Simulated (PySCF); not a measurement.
## Electronic structure of Ge$_{4}$H$_{10}$N$_{6}$ ((HGe)4NH6 adamantane) in real space

```csv
atom,x (Å),y (Å),z (Å)
Ge,-1.1535,-1.0648,1.0268
H,-2.0478,-2.0045,1.8509
N,0.5370,-1.8142,0.8055
Ge,1.6739,-0.8073,-0.2463
H,3.0333,-1.4970,-0.4408
N,1.8440,0.8509,0.5500
Ge,0.2350,1.7062,0.8585
H,0.4321,3.0272,1.6167
N,-0.9056,0.5830,1.8063
N,-0.5482,1.9061,-0.7930
Ge,-0.8209,0.3314,-1.7203
H,-1.4613,0.5772,-3.0945
N,-1.8872,-0.7139,-0.6363
N,0.8263,-0.4910,-1.8599
H,0.5140,-2.7975,0.5367
H,2.4417,0.8456,1.3754
H,-0.6624,0.4953,2.7927
H,-1.4068,2.4516,-0.7167
H,-2.2204,-1.5613,-1.0944
H,1.4391,-0.0088,-2.5180
```

Geometry: PBE0-D3(BJ)/def2-SVP.

The calculation used B3LYP/def2-SVPD, SCF density, gas phase (PySCF 2.14.0).

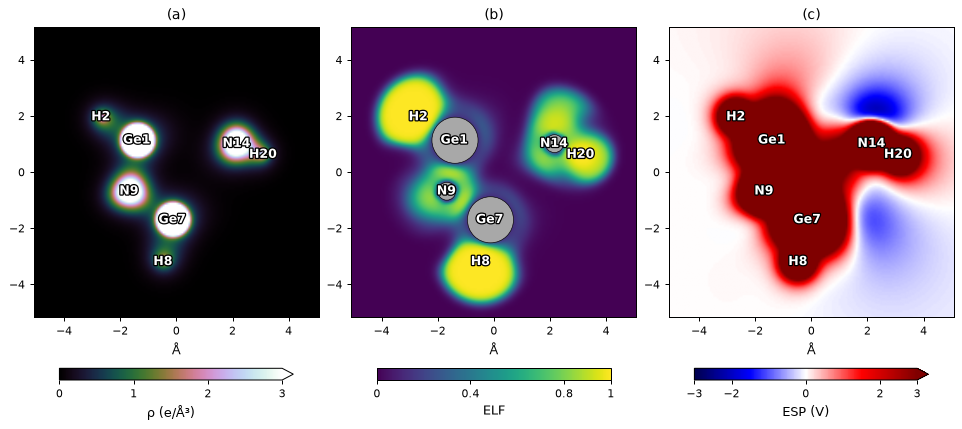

Figure 1. (a) total electron density; (b) ELF; (c) molecular electrostatic potential on the plane of atoms H2, Ge1 and N9. Grey discs cover the atomic cores in the ELF map.

### What does the map show?

The section cuts through Ge, H and N sites.
Ge–N (1.84 Å): ρ at the midpoint is about 0.97 e/Å³; the ELF peaks at about 0.85 in the valence shell of N, 0.6 Å from its nucleus, and is about 0.50 at the midpoint.
N–H (1.02 Å): ρ is about 2.7 e/Å³ halfway; the ELF climbs to about 1 towards the hydrogen, as it does in any bond to H; a covalent bond by its length.
Ge–H (1.54 Å): the density is about 1.1 e/Å³ at the midpoint; the ELF climbs to about 1 towards the hydrogen.
The ELF also peaks beside N14, away from the bonds: lone-pair regions.
Outside the dense part of the molecule the potential is most negative (−2.0 V) near N14.

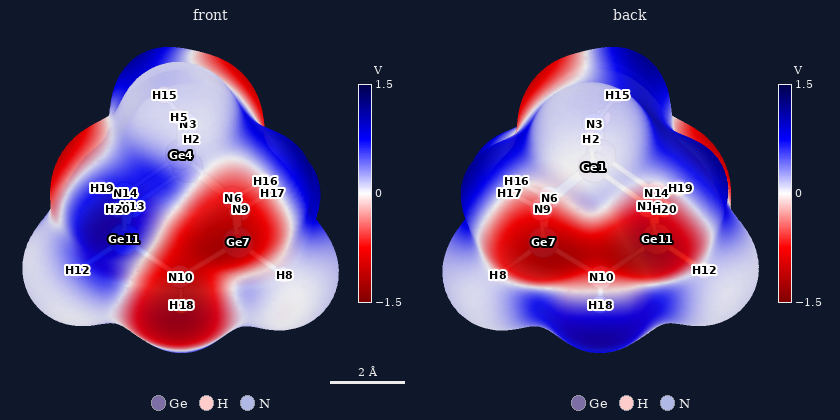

Figure 2. The electrostatic potential painted on the density surface at 0.001 e/bohr³, seen from the front and from behind; the colour scale runs from red (negative) to blue (positive).

### Which sites attract a positive test charge, and which a negative one?

A positive charge is drawn to the negative regions and a negative charge to the positive ones. The most negative region (about −1.2 V, or −28 kcal/mol for a unit charge) lies over N6, N9, N10 and N13, the most positive (about +1.2 V, or +28 kcal/mol for a unit charge) over H15, H16, H17 and H19.

### What dipole moment does the calculation give?

Its dipole moment is 1.11 D.
